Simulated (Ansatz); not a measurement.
# PtSe2 (Sudovikovite, P-3m1) under uniaxial strain along c, part 2 of 3

Wanted: the shifts of the zone-centre modes of PtSe2 (Sudovikovite, P-3m1) with strain.

Ansatz 0.2.0; DFT PBE+D3(BJ), scalar-relativistic, plane waves, PAW; PAW set soft_1.

So far. Step 4 (Tight relaxation): The largest force component left is 0.10 meV/Å and the pressure is -0.001 GPa, within the tolerances set. The cell now holds 19.79 Å³/atom.

The database entry behind the starting cell has ideal inner coordinates that were not refined, so it need not match the best structure at ambient conditions.

## Step 5: Modes at rest

The force constants come from the linear response of the density to a displacement.

The modes at rest are the reference of the series.

File input.yaml:

```yaml
crystal:
  lattice:
    - [3.7718652767, 0.0, 0.0]
    - [-1.8859326384, 3.2665311493, 0.0]
    - [0.0, 0.0, 4.8183505498]
  atoms:
    - { symbol: Se, position: [0.3333333333, 0.6666666667, 0.2656428091] }
    - { symbol: Se, position: [0.6666666667, 0.3333333333, 0.7343571909] }
    - { symbol: Pt, position: [0.0, 0.0, 0.0] }
kpoints:
  mp_grid: { grid: [15, 15, 10] }
hamiltonian:
  xc: pbe
  dispersion: d3bj
  pseudopotentials: { kind: paw, azcp: { folder: soft_1 } }
scf:
  occupations: { method: methfessel_paxton, width: 0.2 }
output:
  eigenvalues: true
phonons:
  method: dfpt
```

On the command line:

```bash
$ ansatz run input.yaml --threads 4 --pin off --max-ram 10240MiB --backend cpu --events-out ev --progress --plain --runs-dir out
```

Numbers of over 12 decimals in the logs are rounded to 6 here.

The program printed:

```text
[...]
Crystal: 3 atoms, lattice volume = 59.366 Å³
Basis set: ecut = 420 eV, 1169 PW (Γ), exchange–correlation on 54×54×72 points (8 copies of the dense FFT grid, shifted against one another)
Bands: 30, of which v1, the nominal top of the filled ones, is band 25 counted from 1 (24 counted from 0)
Symmetry: 12 space group operations
k-points: 608 of 2250 (irreducible under 2 space group operations, time reversal used)
[...]
SCF iter   1: F=—  HF=-23465.587782 eV  |F-HF|=—  |Δ(HF+E_count)|=         —  Δρ=4.85e-2  dr2=6.83e-1  ethr=3.10e-3  ⟨swp⟩=5.0  Hψ=66017  notcnv=0
[...]
SCF iter  13: F=-23465.445667 eV  HF=-23465.445667 eV  |F-HF|=1.46e-11  |Δ(HF+E_count)|=  1.09e-10  S|Δr|=    0.00e0  Δρ=1.32e-7  dr2=9.06e-12  ethr=1.00e-12  ⟨swp⟩=6.3  Hψ=93703  notcnv=0
SCF 1 converged in 13 iterations: F = -23465.445667 eV  dr2 = 9.06e-12
[...]
DFPT response loops at Γ: preconditioner auto → Kerker (q_TF=auto, 2.651 Å⁻¹) (partly filled bands, converged f_vac=0.021); β = 1.00, the filter's whole step (`scf.mixing.beta` (0.50) is not read by the response loops under this deck's `scf.mixing.preconditioner`; to damp them name `kerker` or `kerker_dos`, under which they read `scf.mixing.beta`, and type it under 1.00, their step now; both keys bind the ground state too); Broyden in place of MSR1
SCF converged after 13 iterations
[...]
Free energy (F): -23465.445667 eV
[...]
Internal energy: -23465.446611 eV  (E = F + TS)
E sigma→0 (E₀):  -23465.445903 eV
Entropy (-TS):   0.000944 eV (0.315 meV/atom)
Fermi energy:    13.318008 eV
[...]
--- Band table (eV; the first three rows and the last of 608) ---
  k-point 0: bands = [... 21 lower, 10.8536, 12.3168, 12.3168, 14.1074, 14.3901, 14.3901, 16.6853, 17.4327, ... 1 higher]
  k-point 1: bands = [... 21 lower, 10.8483, 12.2293, 12.2293, 13.7954, 14.5177, 14.5177, 16.7855, 17.7397, ... 1 higher]
  k-point 2: bands = [... 21 lower, 10.8249, 12.0285, 12.0285, 13.0999, 14.8330, 14.8330, 17.0969, 18.3952, ... 1 higher]
  k-point 607: bands = [... 21 lower, 10.0587, 10.2960, 10.7775, 12.1298, 14.0968, 14.4584, 17.8554, 20.3514, ... 1 higher]
--- Phonons (Γ-DFPT): 4 representative perturbations + reference, on 608 of 2250 k-points (Σ response iterations 12) ---
  k mesh reduced under 2 symmetry operations, with k and −k counted as one. Each operation leaves every solved perturbation unchanged. A smaller set is not used because it would not reduce the number of displacements times k-points to solve
  ASR residual: 4.000e-5 → 0.000e0 eV/Å²; symmetrization residual: 1.707e-5 eV/Å²
  pairwise dispersion correction: d3bj (s6 = 1.0, s8 = 0.7875, a1 = 0.4289, a2_bohr = 4.4407), with the weights of each atom's references fixed at the reference crystal's, and the forces and stress that the weights' published response gives there kept as a pressure on the atom's counted neighbours (hamiltonian.dispersion)
  ASR residual per site (eV/Å²): 4.00e-5 4.00e-5 9.11e-6
  Γ frequencies (cm⁻¹): 0.00 0.00 0.00 160.50 160.50 203.44 211.73 211.73 216.54
  non-analytic LO–TO correction: not included (Born effective charges unavailable; polar crystals: no LO–TO splitting at Γ)
```

Run time: 6.5 min. Hardware: 4 threads of Intel Xeon at 2.50GHz (Skylake/Cascade Lake), shared host; peak memory 3.2 GiB; 16 min of CPU time.

The column dr2 measures how far the density is from self-consistency, as an energy; F and HF (Harris–Foulkes) agree once it is small.

Numbers from this step:

* sum-rule residual before enforcement: 4.00e-5 eV/Å²
* point group: -3m
* highest optical mode at the zone centre (no LO-TO term): 216.5 cm⁻¹
* lowest optical zone-centre mode: 160.5 cm⁻¹

Patterns of degenerate modes are one choice out of their space. The modes at Γ (shares of kinetic energy by element, %):

| mode | frequency (cm⁻¹) | symmetry | Se % | Pt % |
| --- | --- | --- | --- | --- |
| 1 | 0.0 | acoustic | 45 | 55 |
| 2 | 0.0 | acoustic | 45 | 55 |
| 3 | 0.0 | acoustic | 45 | 55 |
| 4 | 160.5 | Eg | 100 | 0 |
| 5 | 160.5 | Eg | 100 | 0 |
| 6 | 203.4 | A1g | 100 | 0 |
| 7 | 211.7 | Eu | 55 | 45 |
| 8 | 211.7 | Eu | 55 | 45 |
| 9 | 216.5 | A2u | 55 | 45 |

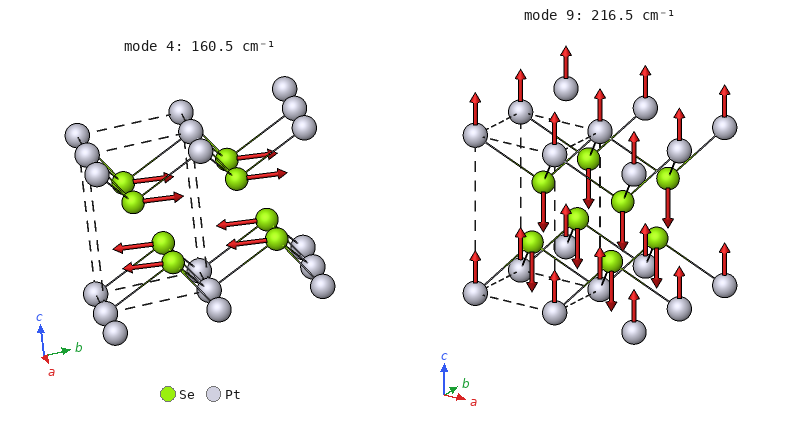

Displacement patterns of modes 4 and 9 at Γ; arrows are exaggerated. Bonds to atoms that aren't drawn are left out. 2×2×1 cells are drawn. Some periodic images of atoms are drawn too.

Before it was imposed, the acoustic sum rule was missed by 4.0e-5 eV/Å². Small misses are needed for a sound result but don't prove that mesh and cutoff are converged. The lowest optical mode is real, 160 cm⁻¹.

## Step 6: A member of the series: uniaxial strain of +4 % along c

The cell takes a uniaxial strain of +4 % along c. The strained length and the angles are held, while the rest of the cell and the atoms relax.

input.yaml, the sections that differ from step 5:

```yaml
crystal:
  lattice:
    - [3.7548915311, 0.0, 0.0]
    - [-1.8774457656, 3.2518314544, 0.0]
    - [0.0, 0.0, 5.0110845718]
  atoms:
    - { symbol: Se, position: [0.3333333333, 0.6666666667, 0.2611107803] }
    - { symbol: Se, position: [0.6666666667, 0.3333333333, 0.7388892197] }
    - { symbol: Pt, position: [0.0, 0.0, 0.0] }
output:
  forces: true
  stress: true
  eigenvalues: true
relax:
  adjacent_minimum: "off"
  f_tol: 0.001
  max_steps: 60
  cell: { stress_tol: 0.01, fix: [c, angles] }
# kpoints, hamiltonian, scf: as in step 5
# phonons: removed
```

The program printed:

```text
[...]
--- Relaxed structure (4 steps of the walk, 4 accepted, 1 SCFs on fresh bases) ---
[...]
cell:  # Å, volume = 61.0230 Å³
    - [3.749864, 2.8828918804926063e-11, 0]
    - [-1.874932, 3.247478, 0]
    - [0, 0, 5.0110845718]
  atoms:
    - { symbol: Se, position: [0.333333, 0.666667, 0.259478] }
    - { symbol: Se, position: [0.666667, 0.333333, 0.740522] }
    - { symbol: Pt, position: [0, 0, 0] }
[key lines of the parts left out:]
SCF converged after 5 iterations
Free energy (F): -23465.434089 eV
Fermi energy:    12.833036 eV
P = ⅓ Tr σ = -0.4807 GPa (-4.807 kbar)
```

The job ended after 2.7 min (4 threads; peak memory 1.1 GiB; 8.5 min of CPU time).

The steps of the relaxation:

| step | energy less that of the first step (eV) | largest force component (eV/Å) | pressure (GPa) | volume (Å³) |
| --- | --- | --- | --- | --- |
| 1 | 0.0000 | 0.1190 | -1.30 | 61.19 |
| 2 | -0.0002 | 0.1204 | 0.07 | 61.05 |
| 3 | -0.0015 | 0.0025 | -0.46 | 61.00 |
| 4 | -0.0015 | 0.0000 | -0.48 | 61.02 |
| 5* | -0.0014 | 0.0000 | -0.48 | 61.02 |

Relaxation steps marked * repeat the geometry before them on a plane-wave basis chosen anew for their cell, so energy and pressure can jump there.

```csv
"conventional cell, symmetrised",before,after,change
a (Å),3.755,3.750,-0.1 %
b (Å),3.755,3.750,-0.1 %
c (Å),5.011,5.011,+0.0 %
volume (Å³/atom),20.40,20.34,-0.3 %
```

The relaxed structure:

```cif
data_structure
_symmetry_space_group_name_H-M 'P 1'
_symmetry_Int_Tables_number 1
_cell_length_a 3.7499
_cell_length_b 3.7499
_cell_length_c 5.0111
_cell_angle_alpha 90.000
_cell_angle_beta 90.000
_cell_angle_gamma 120.000
_cell_volume 61.02
loop_
_atom_site_label
_atom_site_type_symbol
_atom_site_fract_x
_atom_site_fract_y
_atom_site_fract_z
_atom_site_occupancy
Se1 Se 0.33333 0.66667 0.25948 1
Se2 Se 0.66667 0.33333 0.74052 1
Pt3 Pt 0.00000 0.00000 0.00000 1
```

This step gave:

```
pressure        : -0.4807 GPa
volume per atom : 20.34 Å³
```

The largest force component left is 0.0074 meV/Å.

## Step 7: Modes of this member: uniaxial strain of +4 % along c

The zone-centre modes follow for uniaxial strain of +4 % along c.

input.yaml, the sections that differ from step 6:

```yaml
crystal:
  lattice:
    - [3.7498643766, 0.0, 0.0]
    - [-1.8749321883, 3.2474778109, 0.0]
    - [0.0, 0.0, 5.0110845718]
  atoms:
    - { symbol: Se, position: [0.3333333333, 0.6666666667, 0.2594779889] }
    - { symbol: Se, position: [0.6666666667, 0.3333333333, 0.7405220111] }
    - { symbol: Pt, position: [0.0, 0.0, 0.0] }
output:
  eigenvalues: true
phonons:
  method: dfpt
# kpoints, hamiltonian, scf: as in step 6
# relax: removed
```

The program printed:

```text
[...]
Crystal: 3 atoms, lattice volume = 61.023 Å³
Basis set: ecut = 420 eV, 1181 PW (Γ), exchange–correlation on 54×54×72 points (8 copies of the dense FFT grid, shifted against one another)
Bands: 30, of which v1, the nominal top of the filled ones, is band 25 counted from 1 (24 counted from 0)
Symmetry: 12 space group operations
k-points: 608 of 2250 (irreducible under 2 space group operations, time reversal used)
[...]
SCF iter   1: F=—  HF=-23465.585988 eV  |F-HF|=—  |Δ(HF+E_count)|=         —  Δρ=4.90e-2  dr2=7.26e-1  ethr=3.10e-3  ⟨swp⟩=5.1  Hψ=66132  notcnv=0
[...]
SCF iter  10: F=-23465.434089 eV  HF=-23465.434089 eV  |F-HF|=3.64e-12  |Δ(HF+E_count)|=  4.00e-11  S|Δr|=    0.00e0  Δρ=4.89e-8  dr2=1.03e-12  ethr=1.00e-12  ⟨swp⟩=7.0  Hψ=88189  notcnv=0
SCF 1 converged in 10 iterations: F = -23465.434089 eV  dr2 = 1.03e-12
[...]
SCF converged after 10 iterations
[...]
Free energy (F): -23465.434089 eV
[...]
Internal energy: -23465.435214 eV  (E = F + TS)
E sigma→0 (E₀):  -23465.434370 eV
Entropy (-TS):   0.001125 eV (0.375 meV/atom)
Fermi energy:    12.833036 eV
[...]
--- Band table (eV; the first three rows and the last of 608) ---
  k-point 0: bands = [... 21 lower, 10.2937, 11.8545, 11.8545, 13.4162, 14.0837, 14.0837, 16.4114, 16.9085, ... 1 higher]
  k-point 1: bands = [... 21 lower, 10.2875, 11.7900, 11.7900, 13.1309, 14.1828, 14.1828, 16.5016, 17.1861, ... 1 higher]
  k-point 2: bands = [... 21 lower, 10.2623, 11.6371, 11.6371, 12.4867, 14.4330, 14.4330, 16.7626, 17.8043, ... 1 higher]
  k-point 607: bands = [... 21 lower, 9.5984, 9.7852, 10.2816, 11.6364, 13.4878, 13.9606, 17.3594, 19.9275, ... 1 higher]
[...]
ASR residual: 3.403e-5 → 0.000e0 eV/Å²; symmetrization residual: 1.039e-5 eV/Å²
[...]
ASR residual per site (eV/Å²): 3.22e-6 3.22e-6 3.40e-5
  Γ frequencies (cm⁻¹): 0.00 0.00 0.00 162.40 162.40 199.27 211.64 211.64 217.14
[...]
```

The job ended after 5.6 min (4 threads; peak memory 3.3 GiB; 15 min of CPU time).

Numbers from this step:

```yaml
sum_rule_residual_before_enforcement: 3.40e-5 eV/Å²
highest_optical_mode_at_the_zone_centre_no_lo_to_term: 217.1 cm⁻¹
lowest_optical_zone_centre_mode: 162.4 cm⁻¹
```

Patterns of degenerate modes are one choice out of their space. The modes at Γ (shares of kinetic energy by element, %):

```
mode  frequency (cm⁻¹)  symmetry  Se %  Pt %
   1               0.0  acoustic    45    55
   2               0.0  acoustic    45    55
   3               0.0  acoustic    45    55
   4             162.4        Eg   100     0
   5             162.4        Eg   100     0
   6             199.3       A1g   100     0
   7             211.6        Eu    55    45
   8             211.6        Eu    55    45
   9             217.1       A2u    55    45
```

The lowest optical mode is real, 162 cm⁻¹, and the highest lies at 217.1 cm⁻¹.

## Step 8: Relaxation of a member: uniaxial strain of -4 % along c

The cell takes a uniaxial strain of -4 % along c. The strained length and the angles are held, while the rest of the cell and the atoms relax.

input.yaml, the sections that differ from step 7:

```yaml
crystal:
  lattice:
    - [3.7924423922, 0.0, 0.0]
    - [-1.8962211961, 3.284351454, 0.0]
    - [0.0, 0.0, 4.6256165278]
  atoms:
    - { symbol: Se, position: [0.3333333333, 0.6666666667, 0.2694195212] }
    - { symbol: Se, position: [0.6666666667, 0.3333333333, 0.7305804788] }
    - { symbol: Pt, position: [0.0, 0.0, 0.0] }
output:
  forces: true
  stress: true
  eigenvalues: true
relax:
  adjacent_minimum: "off"
  f_tol: 0.001
  max_steps: 60
  cell: { stress_tol: 0.01, fix: [c, angles] }
# kpoints, hamiltonian, scf: as in step 7
# phonons: removed
```

The program printed:

```text
[...]
Crystal: 3 atoms, lattice volume = 57.615 Å³
Basis set: ecut = 420 eV, 1131 PW (Γ), exchange–correlation on 54×54×64 points (8 copies of the dense FFT grid, shifted against one another)
Bands: 30, of which v1, the nominal top of the filled ones, is band 25 counted from 1 (24 counted from 0)
Symmetry: 4 space group operations
k-points: 608 of 2250
[...]
--- Relaxed structure (5 steps of the walk, 5 accepted, 1 SCFs on fresh bases) ---
[...]
cell:  # Å, volume = 57.8521 Å³
    - [3.800228, -8.100086038506975e-19, 0]
    - [-1.900114, 3.291094, 0]
    - [0, 0, 4.6256165278]
  atoms:
    - { symbol: Se, position: [0.333333, 0.666667, 0.270483] }
    - { symbol: Se, position: [0.666667, 0.333333, 0.729517] }
    - { symbol: Pt, position: [0, 0, 0] }
[key lines of the parts left out:]
SCF converged after 6 iterations
Free energy (F): -23465.429478 eV
Fermi energy:    13.779005 eV
P = ⅓ Tr σ = 0.7685 GPa (7.685 kbar)
```

It took 3.2 min on 4 threads; peak memory 1 GiB.

The steps of the relaxation:

```
step  energy less that of the first step (eV)  largest force component (eV/Å)  pressure (GPa)  volume (Å³)
   1                                   0.0000                          0.1033            1.65        57.62
   2                                  -0.0005                          0.0888            0.26        57.93
   3                                  -0.0011                          0.0045            0.72        57.89
   4                                  -0.0011                          0.0021            0.73        57.88
   5                                  -0.0012                          0.0002            0.77        57.85
  6*                                  -0.0012                          0.0002            0.77        57.85
```

Relaxation steps marked * repeat the geometry before them on a plane-wave basis chosen anew for their cell, so energy and pressure can jump there.

```
conventional cell, symmetrised  before  after  change
                         a (Å)   3.792  3.800  +0.2 %
                         b (Å)   3.792  3.800  +0.2 %
                         c (Å)   4.626  4.626  -0.0 %
              volume (Å³/atom)   19.21  19.28  +0.4 %
```

The relaxed structure:

```
Se Pt
1.0
     3.80023    0.00000    0.00000
    -1.90011    3.29109    0.00000
     0.00000    0.00000    4.62562
Se Pt
2 1
Direct
  0.33333 0.66667 0.27048
  0.66667 0.33333 0.72952
  0.00000 0.00000 0.00000
```

This step gave:

* pressure: 0.7685 GPa
* volume per atom: 19.28 Å³

The largest force component left is 0.19 meV/Å.

[end of part 2 of 3]

[Logs are printed without paths, hosts, clocks, repeated set-up lines and the standing remarks that a program may print on its own settings, such as how far it seeks lower states.]

[Hosts, paths, dates, database ids (printed as entryN), source tags and the programs' standing remarks are cut or masked in the printed files.]
